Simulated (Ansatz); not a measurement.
# C₃H₅F: a ladder of functionals and wavefunction methods

How much do the methods differ for C₃H₅F? The plan is to run it at one geometry with functionals of several rungs and with coupled cluster, and see how far each lands from CCSD(T) at the basis-set limit for the atomisation energy.

The runs use Ansatz 0.2.0, Gaussian basis; functionals in def2-TZVPP, the program's frozen cores in correlated methods.

Plan: LDA (SPW92), PBE-D4, revPBE-D4, BLYP-D4, r2SCAN-D4, B97M-V, PBE0-D4, B3LYP-D4, r2SCANh-D4, r2SCAN0-D4, HSE06-D4, BHLYP-D4, CAM-B3LYP-D4, LC-ωPBE, ωB97X-V, ωB97M-V, B2PLYP, PBE-QIDH; CCSD(T)/def2-SVP; CCSD(T)/def2-TZVPP; CCSD(T)/def2-QZVPP; extrapolation to the limit; RPA on PBE.

### 1 Structure used throughout

The geometry comes from an earlier relaxation with PBE0-D4 in a triple-zeta def2 set; it is a stationary point, not always the lowest conformer.

SMILES `C=CCF`, 9 atoms, charge 0, spin multiplicity 1.

Atoms are counted from 1 here; the program's logs count them from 0.

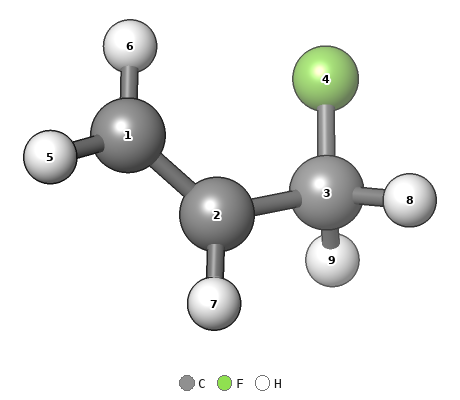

The structure; carbon grey, fluorine green, hydrogen white; atoms are numbered from 1 in the order of the file.

### 2 LDA

This LDA is Slater exchange with PW92 correlation.

in.yaml

```yaml
crystal:
  periodic: [false, false, false]
  atoms:
    - {symbol: C, position_ang: [-0.017847, 1.321977, 0.377186]}
    - {symbol: C, position_ang: [0.479023, 0.248282, -0.215246]}
    - {symbol: C, position_ang: [-0.151684, -1.097873, -0.202985]}
    - {symbol: F, position_ang: [-1.332169, -1.107927, 0.505323]}
    - {symbol: H, position_ang: [0.493899, 2.275170, 0.329404]}
    - {symbol: H, position_ang: [-0.950519, 1.277388, 0.926637]}
    - {symbol: H, position_ang: [1.416067, 0.302077, -0.765192]}
    - {symbol: H, position_ang: [-0.369386, -1.430672, -1.225357]}
    - {symbol: H, position_ang: [0.521116, -1.834621, 0.253029]}
basis:
  gaussian: {orbitals: def2-TZVPP}
hamiltonian: {xc: lda}
output: {orbitals: {seedname: orbitals}}
```

Started as:

```console
ansatz run in.yaml --threads 2 --pin off --events-out ev --progress --plain --max-ram 22528MiB --backend cpu
```

The runs that follow: PBE-D4 (GGA); revPBE-D4 (GGA); BLYP-D4 (GGA); r2SCAN-D4 (meta-GGA); B97M-V (meta-GGA); B3LYP-D4 (hybrid); r2SCANh-D4 (hybrid); r2SCAN0-D4 (hybrid); HSE06-D4 (hybrid); BHLYP-D4 (hybrid); CAM-B3LYP-D4 (range-separated); LC-ωPBE (range-separated); ωB97X-V (range-separated); ωB97M-V (range-separated); B2PLYP (double hybrid); PBE-QIDH (double hybrid); CCSD(T) in def2-SVP; CCSD(T) in def2-TZVPP; CCSD(T) in def2-QZVPP; RPA on PBE orbitals.

**Question.** What will the summary of the whole plan be? Wanted: atomisation energy, CCSD(T)/CBS; farthest beyond LDA; mean size of error, GGA; mean size of error, meta-GGA; mean size of error, hybrid; mean size of error, range-separated; mean size of error, double hybrid; gap, smallest and largest; T1 diagnostic.

**Answer**, as computed:

| quantity | value |
| --- | --- |
| atomisation energy, CCSD(T)/CBS | 37.521 eV |
| functionals within 0.188 eV (0.5 %) | revPBE-D4, BLYP-D4, r2SCAN-D4, B97M-V, B3LYP-D4, r2SCANh-D4, LC-ωPBE, ωB97X-V, ωB97M-V, PBE-QIDH |
| farthest beyond LDA | PBE-D4 (+1.060 eV) |
| mean size of error, GGA | 0.422 eV |
| mean size of error, meta-GGA | 0.129 eV |
| mean size of error, hybrid | 0.385 eV |
| mean size of error, range-separated | 0.138 eV |
| mean size of error, double hybrid | 0.148 eV |
| gap, smallest and largest | 5.60 eV (LDA (SPW92)), 12.99 eV (LC-ωPBE) |
| T1 diagnostic | 0.0108 |
| triples share of the correlation energy | 3.6 % |

The LDA atomisation energy is off by 5.654 eV (15 %): it overbinds. PBE-D4 is off by +1.060 eV. Double hybrids carry the basis error of their MP2 part in triple zeta, and no dispersion term here, so their miss is partly the set-up's. The rungs meta-GGA, range-separated, double hybrid miss on average by less than the doubt on the reference (0.188 eV), so they tie. Misses under about 0.188 eV are within the doubt on the reference itself, which lacks core-valence correlation, relativity and higher excitations. Hartree-Fock recovers 74 % of the binding; the rest is correlation. CCSD(T) in def2-SVP is off by -1.468 eV, so the small basis spoils what the method gains. Orbital gaps span 5.6 to 13.0 eV; exact exchange widens them.
